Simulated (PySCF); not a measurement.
SMILES B(Br)(Cl)Cl at its PBE0/def2-SVP optimised geometry (Å):

```
4

B     -0.5148    -0.0001     0.0000
Cl    -1.3871    -1.5071    -0.0001
Cl    -1.3866     1.5071     0.0000
Br     1.3871    -0.0001     0.0000
```

Method: PBE0/def2-TZVP (PySCF). Cells within 0.4 Å of a nucleus heavier than hydrogen are left out (blank, or x).

Map of the log10 of the electron density (e/bohr³), floored at −4 on the plane z = 0.0 Å:

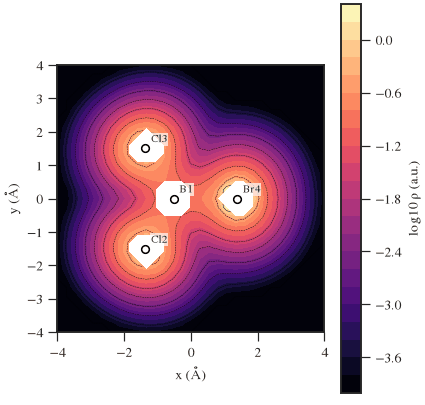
Figure: Log10 of the electron density (e/bohr³), floored at −4 on the plane z = 0.0 Å.
